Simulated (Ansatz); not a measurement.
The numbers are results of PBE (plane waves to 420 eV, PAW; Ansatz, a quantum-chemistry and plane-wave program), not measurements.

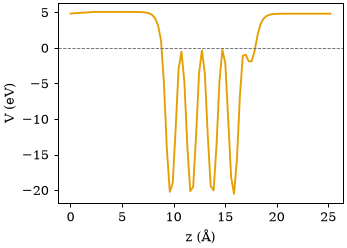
Figure: Electrostatic potential energy of an electron, averaged over planes parallel to the surface, in eV from the Fermi level, for Si on the 1x1 (111) surface of fcc Ni, ferromagnetic, one in a 2x2 cell, started at the site 'bridge Ni-Ni (span 2.5 Å)'

Slab: 17 atoms, 6.0 Å thick at the start under the adsorbate (thin: gaps and levels are the slab's own); k 7x7x1, smearing 0.1 eV, dipole-corrected; 8 atoms held, the rest relaxed; symmetry of the start imposed; spin-polarised, no spin-orbit, no U, no dispersion correction. At the end it is bonded to 3 Ni. In PBE it is, or lies within 0.03 eV of, the lowest of the starts that converged.

The vacuum level lies 4.81 eV above the Fermi level over the top face and 5.06 eV above it under the bottom face.
